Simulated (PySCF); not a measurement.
**C3H6OSi (SMILES C=CC(=O)[SiH3]): levels of theory compared**

We compute a comparison of 6 runs (B3LYP/6-31G*, PBE0/def2-SVP, PBE0/6-31+G*, wB97X/def2-SVPD, MP2/def2-SVP, MP2/aug-cc-pVDZ) of C3H6OSi. Input form: a Python script.

Program for the calculation: PySCF 2.14.0.

## (1) The structure to begin with

C3H6OSi has 11 atoms, charge 0, and is taken as a singlet. SMILES: `C=CC(=O)[SiH3]`. The shape is that of a GFN2-xTB optimisation. This is one conformer, not always the lowest.

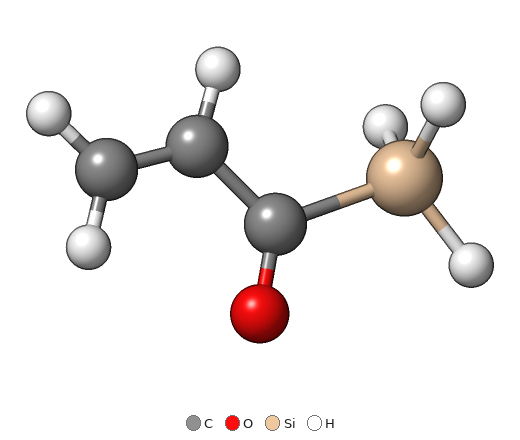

The structure, seen from a chosen angle (carbon grey, oxygen red, silicon light orange, hydrogen white).

## (2) Energy and forces at B3LYP/6-31G(d) (Cartesian functions) (run 1)

Contents of input.xyz:

```xyz
11

C     -1.109830     0.070880     1.900280
C     -0.716640     0.268190     0.648130
C      0.459100    -0.425360     0.075620
O      1.096730    -1.241790     0.711920
Si     0.941090     0.017700    -1.734030
H     -1.960890     0.570390     2.332670
H     -0.567430    -0.615730     2.531590
H     -1.233240     0.949100    -0.014600
H      1.175680     1.462710    -1.774430
H     -0.211040    -0.311870    -2.576060
H      2.126460    -0.744210    -2.101090
```

Contents of calc.py:

```python
import pyscf.grad
from pyscf import gto, dft

mol = gto.M(
    atom='input.xyz',
    basis='6-31g*',
    spin=0,
    max_memory=1860,
    verbose=4,
    charge=0,
    cart=True,
)

mf = dft.RKS(mol, xc='b3lyp')
mf.grids.level = 5
mf.conv_tol = 1e-10
mf.kernel()
if not mf.converged:
    mf = mf.newton().run(mf.mo_coeff, mf.mo_occ)

etot = mf.e_tot
print('Final energy', etot)
grad = mf.Gradients().kernel()
mf.analyze()
```

Command:

```sh
OMP_NUM_THREADS=1 python calc.py
```

The log of the run:

```text
PySCF version 2.14.0

[... 99 lines left out ...]
Total Energy =                        -482.596131225532872
[... 13 lines left out ...]
MO #7   energy= -3.63974428618887  occ= 2
[... 11 lines left out ...]
MO #19  energy= -0.379666470902758 occ= 2
[... 11 lines left out ...]
MO #31  energy= 0.150128328562828  occ= 0
[... 11 lines left out ...]
MO #43  energy= 0.547066039646413  occ= 0
[... 11 lines left out ...]
MO #55  energy= 0.904843443479941  occ= 0
[... 11 lines left out ...]
MO #67  energy= 1.45376436806312   occ= 0
[... 11 lines left out ...]
MO #79  energy= 2.33764969910586   occ= 0
[... 11 lines left out ...]
MO #91  energy= 4.41435568162213   occ= 0
[... 105 lines left out ...]
Dipole moment(X, Y, Z, Debye): -1.67101,  1.57538, -0.38100
```

It took 84 s on 1 thread of Intel Xeon at 2.50GHz (Skylake/Cascade Lake), shared host; peak memory 0.93 GiB.

## (3) Energy and forces at PBE0/def2-SVP (run 2)

Contents of mol.xyz:

```xyz
11

C     -1.109830     0.070880     1.900280
C     -0.716640     0.268190     0.648130
C      0.459100    -0.425360     0.075620
O      1.096730    -1.241790     0.711920
Si     0.941090     0.017700    -1.734030
H     -1.960890     0.570390     2.332670
H     -0.567430    -0.615730     2.531590
H     -1.233240     0.949100    -0.014600
H      1.175680     1.462710    -1.774430
H     -0.211040    -0.311870    -2.576060
H      2.126460    -0.744210    -2.101090
```

Contents of job.py:

```python
import pyscf.grad
from pyscf import gto, dft

mol = gto.Mole()
mol.atom = 'mol.xyz'
mol.basis = 'def2-svp'
mol.verbose = 3
mol.max_memory = 1860
mol.build()

mf = dft.RKS(mol)
mf.xc = 'pbe0'
mf.grids.level = 5
mf.conv_tol = 1e-10
mf.kernel()
if not mf.converged:
    mf = mf.newton().run(mf.mo_coeff, mf.mo_occ)

e_final = mf.e_tot
print('E = %.10f Eh' % e_final)
grad = mf.Gradients().kernel()
mf.analyze()
```

Command:

```sh
OMP_NUM_THREADS=1 python job.py
```

The log of the run:

```text
converged SCF energy = -482.008799058494
[... 22 lines left out ...]
MO #13  energy= -0.580649083675939 occ= 2
[... 12 lines left out ...]
MO #26  energy= 0.0350157843446068 occ= 0
[... 12 lines left out ...]
MO #39  energy= 0.408095492689351  occ= 0
[... 12 lines left out ...]
MO #52  energy= 0.673387399961879  occ= 0
[... 12 lines left out ...]
MO #65  energy= 1.18977553356256   occ= 0
[... 12 lines left out ...]
MO #78  energy= 1.72118819761893   occ= 0
[... 12 lines left out ...]
MO #91  energy= 2.25906791432137   occ= 0
[... 12 lines left out ...]
MO #104 energy= 3.62768162127357   occ= 0
[... 12 lines left out ...]
Dipole moment(X, Y, Z, Debye): -1.63948,  1.56407, -0.41159
```

It took 94 s on 1 thread of Intel Xeon at 2.50GHz (Skylake/Cascade Lake), shared host; peak memory 1.1 GiB.

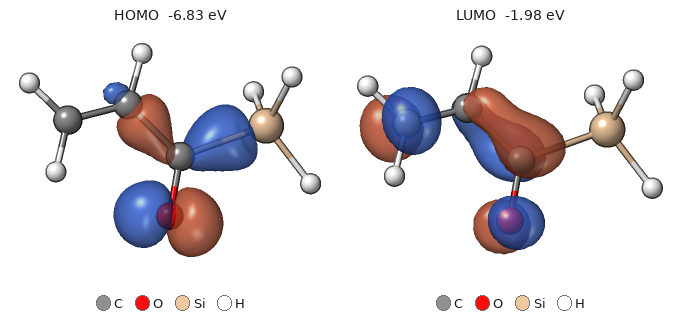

Frontier orbitals of this run, surfaces at ±0.2 Å^-3/2.

Run 3 isn't shown in full; the table further down has it.

## (4) Energy and gradient at wB97X/def2-SVPD (run 4)

Changes to mol.xyz since step 3:

```diff
@@ -1,3 +1,3 @@
 11
-
+C3H6OSi
 C     -1.109830     0.070880     1.900280
```

Contents of input.py:

```python
from pyscf import gto, dft

system = gto.M(
    atom='mol.xyz',
    max_memory=1860,
    basis='def2-svpd',
    charge=0,
    verbose=4,
)

calc0 = dft.RKS(system, xc='wb97x')
calc0.grids.level = 5
calc0.conv_tol = 1e-10
calc0.kernel()
if not calc0.converged:
    calc0 = calc0.newton().run(calc0.mo_coeff, calc0.mo_occ)

energy = calc0.e_tot
print('Final energy', energy)
grad = calc0.nuc_grad_method().kernel()
calc0.analyze()
```

Command:

```sh
OMP_NUM_THREADS=1 python input.py
```

The log of the run:

```text
PySCF version 2.14.0

[... 107 lines left out ...]
MO #3   energy= -10.35921139542    occ= 2
[... 18 lines left out ...]
MO #22  energy= -0.395007823682263 occ= 2
[... 18 lines left out ...]
MO #41  energy= 0.250618644061718  occ= 0
[... 18 lines left out ...]
MO #60  energy= 0.452630374018133  occ= 0
[... 18 lines left out ...]
MO #79  energy= 0.651565627989682  occ= 0
[... 18 lines left out ...]
MO #98  energy= 1.02893970481126   occ= 0
[... 18 lines left out ...]
MO #117 energy= 1.67080181647998   occ= 0
[... 18 lines left out ...]
MO #136 energy= 2.23576977494306   occ= 0
[... 18 lines left out ...]
MO #155 energy= 3.87709751179167   occ= 0
[... 169 lines left out ...]
Dipole moment(X, Y, Z, Debye): -1.74478,  1.74391, -0.61988
```

Wall time 5.3 min (1 thread of Intel Xeon at 2.50GHz (Skylake/Cascade Lake), shared host); peak memory 1.9 GiB.

Run 5 isn't shown in full; the table further down has it.

## (5) Energy and gradient at MP2/aug-cc-pVDZ (run 6)

Contents of geometry.xyz:

```xyz
11

C     -1.109830     0.070880     1.900280
C     -0.716640     0.268190     0.648130
C      0.459100    -0.425360     0.075620
O      1.096730    -1.241790     0.711920
Si     0.941090     0.017700    -1.734030
H     -1.960890     0.570390     2.332670
H     -0.567430    -0.615730     2.531590
H     -1.233240     0.949100    -0.014600
H      1.175680     1.462710    -1.774430
H     -0.211040    -0.311870    -2.576060
H      2.126460    -0.744210    -2.101090
```

Contents of job.py:

```python
# C=CC(=O)[SiH3]
import pyscf.grad
from pyscf import gto, mp

molecule = gto.Mole()
molecule.atom = 'geometry.xyz'
molecule.max_memory = 1860
molecule.basis = 'aug-cc-pvdz'
molecule.verbose = 3
molecule.build()

hf = molecule.RHF()
hf.conv_tol = 1e-10
hf.kernel()
if not hf.converged:
    hf = hf.newton().run(hf.mo_coeff, hf.mo_occ)

pt = mp.MP2(hf, frozen=9).run()
e_tot = pt.e_tot
print('Final energy', e_tot)
grad = pt.Gradients().kernel()
dip = hf.dip_moment()
pop, q = hf.mulliken_pop()
```

Command:

```sh
OMP_NUM_THREADS=1 python job.py
```

The log of the run:

```text
converged SCF energy = -480.869949698662
[... 2 lines left out ...]
Final energy -481.57446160022283
[... 8 lines left out ...]
Dipole moment(X, Y, Z, Debye): -1.85497,  1.89799, -0.74706
[... 185 lines left out ...]
charge of   10H =      0.03113
```

It took 4.4 min on 1 thread of Intel Xeon at 2.50GHz (Skylake/Cascade Lake), shared host; peak memory 1.9 GiB.

## (6) Overview of the runs

| run | level | Cartesian functions | integration grid | energy (Eh) | dipole moment (D) of the reference | HOMO energy (eV) | LUMO energy (eV) | wall time |
| --- | --- | --- | --- | --- | --- | --- | --- | --- |
| 1 | B3LYP/6-31G* (Cartesian functions) | yes | 5 | -482.596131 | 2.33 | -6.38 | -1.92 | 84 s |
| 2 | PBE0/def2-SVP | no | 5 | -482.008799 | 2.30 | -6.83 | -1.98 | 94 s |
| 3 | PBE0/6-31+G* (spherical functions) | no | 5 | -482.228787 | 2.54 | -6.96 | -2.14 | 1.7 min |
| 4 | wB97X/def2-SVPD | no | 5 | -482.313749 | 2.54 | -9.41 | -0.03 | 5.3 min |
| 5 | MP2/def2-SVP | no | – | -481.280165 | 2.67 | -10.60 | 2.03 | 47 s |
| 6 | MP2/aug-cc-pVDZ | no | – | -481.574462 | 2.76 | -10.58 | 0.84 | 4.4 min |

## (7) Results

```
                                          quantity          value
                               run 6: total energy  -481.57446 Eh
       run 6: dipole moment (Hartree–Fock density)         2.76 D
        run 6: HOMO energy (Hartree–Fock orbitals)      -10.58 eV
        run 6: LUMO energy (Hartree–Fock orbitals)        0.84 eV
      run 6: HOMO–LUMO gap (Hartree–Fock orbitals)       11.42 eV
run 6: correlation energy (9 core orbitals frozen)     -704.5 mEh
                   run 6: largest force on an atom     2.039 eV/Å
```

**Reading.** Over runs 1, 2, 3, 4 the dipole moment (its size) runs from 2.30 D (PBE0/def2-SVP) to 2.54 D (wB97X/def2-SVPD). The two ends differ in method and basis. Over runs 1, 2, 3, 4 the HOMO–LUMO gap runs from 4.46 eV (B3LYP/6-31G*) to 9.38 eV (wB97X/def2-SVPD). Totals of different functionals can't be ranked against each other. All runs together took 15 min, the longest 5.3 min.
